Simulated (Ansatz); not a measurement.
```yaml
crystal:
  lattice:
    - [10.61221, 0.00000, 0.00000]
    - [0.00000, 0.00000, -10.61221]
    - [0.00000, 10.61221, 0.00000]
  atoms:
    - { symbol: Na, position: [0.50000, 0.50000, 0.00000] }
    - { symbol: Na, position: [0.00000, 0.50000, 0.50000] }
    - { symbol: Na, position: [0.00000, 0.00000, 0.00000] }
    - { symbol: Na, position: [0.50000, 0.00000, 0.50000] }
    - { symbol: Li, position: [0.75000, 0.75000, 0.25000] }
    - { symbol: Li, position: [0.25000, 0.75000, 0.75000] }
    - { symbol: Li, position: [0.25000, 0.25000, 0.25000] }
    - { symbol: Li, position: [0.75000, 0.25000, 0.75000] }
    - { symbol: Al, position: [0.00000, 0.50000, 0.00000] }
    - { symbol: Al, position: [0.50000, 0.50000, 0.50000] }
    - { symbol: Al, position: [0.50000, 0.00000, 0.00000] }
    - { symbol: Al, position: [0.00000, 0.00000, 0.50000] }
    - { symbol: Cl, position: [0.61820, 0.61820, 0.38180] }
    - { symbol: Cl, position: [0.11820, 0.61820, 0.88180] }
    - { symbol: Cl, position: [0.11820, 0.11820, 0.38180] }
    - { symbol: Cl, position: [0.61820, 0.11820, 0.88180] }
    - { symbol: Cl, position: [0.88180, 0.61820, 0.11820] }
    - { symbol: Cl, position: [0.38180, 0.61820, 0.61820] }
    - { symbol: Cl, position: [0.38180, 0.11820, 0.11820] }
    - { symbol: Cl, position: [0.88180, 0.11820, 0.61820] }
    - { symbol: Cl, position: [0.88180, 0.88180, 0.38180] }
    - { symbol: Cl, position: [0.38180, 0.88180, 0.88180] }
    - { symbol: Cl, position: [0.38180, 0.38180, 0.38180] }
    - { symbol: Cl, position: [0.88180, 0.38180, 0.88180] }
    - { symbol: Cl, position: [0.61820, 0.88180, 0.11820] }
    - { symbol: Cl, position: [0.11820, 0.88180, 0.61820] }
    - { symbol: Cl, position: [0.11820, 0.38180, 0.11820] }
    - { symbol: Cl, position: [0.61820, 0.38180, 0.61820] }
```

Space group F-43m; a structure generated by program, which may or may not match a known phase; computed without spin polarisation.

Theory: Ansatz, DFT PBE, scalar-relativistic, plane waves, PAW.

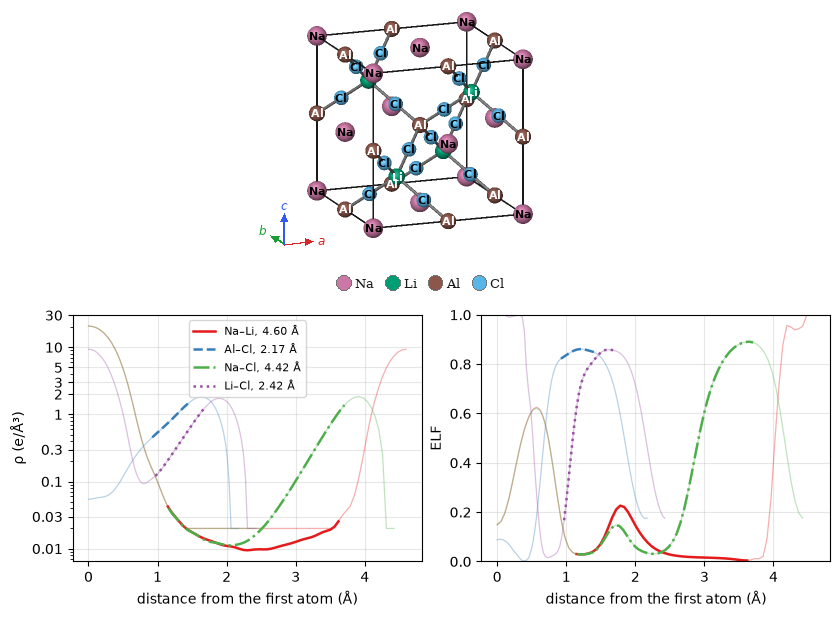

NaLiAlCl4. Valence electron density and ELF along straight lines between neighbouring atoms. Thin, pale parts lie inside the atomic spheres. The structure is drawn too.

The density is the valence pseudo-density of a PAW calculation; it isn't the true density close to the nuclei.

Q: What can be read from the curves?

A: Na–Li (4.60 Å): ρ at the midpoint is about 0.009 e/Å³; the ELF is about 0.05 at the midpoint: no localised pair shows between them.
Al–Cl (2.17 Å): the density is about 0.65 e/Å³ at the midpoint; the ELF peaks at about 0.85 in the valence shell of Cl, 1.0 Å from its nucleus, and is about 0.85 at the midpoint.
Na–Cl (4.42 Å): ρ is about 0.01 e/Å³ halfway; the ELF is about 0.05 at the midpoint: no localised pair shows between them.
Li–Cl (2.42 Å): ρ at the midpoint is about 0.26 e/Å³; the ELF peaks at about 0.85 in the valence shell of Cl, 0.8 Å from its nucleus, and is about 0.70 at the midpoint.
